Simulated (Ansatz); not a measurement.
## Calibrating B3LYP-D4/def2-TZVPP on molecular compounds of Zr

The vertical ionisation energy (cation less neutral) in eV of 6 molecular compounds of Zr: x at B3LYP-D4/def2-TZVPP, y at CCSD(T)/def2-TZVPP. Shapes, held fixed at every level: PBE0-D4/def2-TZVP. Flexible molecules stand in one conformer, not always the lowest. Programs: Ansatz 0.2.0.

```
                                               molecule  x (eV)  y (eV)
C2H11FN2OSiZr (SMILES C[N](C)[Zr]([NH2])([F])[O][SiH3])    8.26    8.34
                                               Zr(NH2)4    8.45    8.94
          C2H7ClO2SZr (SMILES C[O][Zr]([OH])([Cl])[S]C)    8.81    8.85
             CH6O3SZr (SMILES C[O][Zr]([OH])([OH])[SH])    8.95    8.99
      C3H8Cl3NZr (SMILES CC(C)[NH][Zr]([Cl])([Cl])[Cl])    9.32       ?
                                         Zr(NH2)(OH)Cl2    9.86   10.04
```

Question: Fit y = c + s·x to the known rows and predict y for C3H8Cl3NZr.

Answer: 
1. Means of the 5 rows: x = 8.8660, y = 9.032.
2. Σ(Δx)² = 1.5385, Σ(Δx·Δy) = 1.4662, so the slope is 1.4662/1.5385 = 0.95301.
3. Intercept: 9.032 − (0.95301) × 8.8660 = 0.583. The largest residual of the fit is 0.30.
4. C3H8Cl3NZr: 0.583 + 0.95301 × 9.32 = 9.47 eV.

CCSD(T)/def2-TZVPP gives 9.50 eV, so the prediction is off by -0.03 eV, within the largest residual. Uncorrected, B3LYP-D4/def2-TZVPP misses C3H8Cl3NZr by -0.18 eV, and the other rows by 0.17 on average. The line removes about 80 % of this miss, partly by chance. Left out in turn, the other rows are missed by 0.27 eV on average, worse than no correction. Cations run unrestricted. For atoms past krypton def2 sets carry core potentials with scalar relativity. Outer-core shells of Zr are correlated, in sets that cover them unevenly.

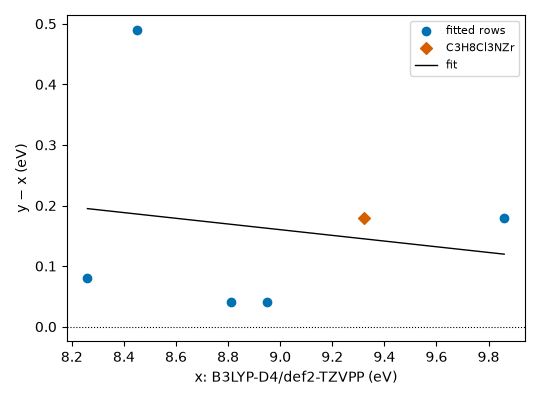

The correction y − x against x, with the fitted line and the withheld molecule.
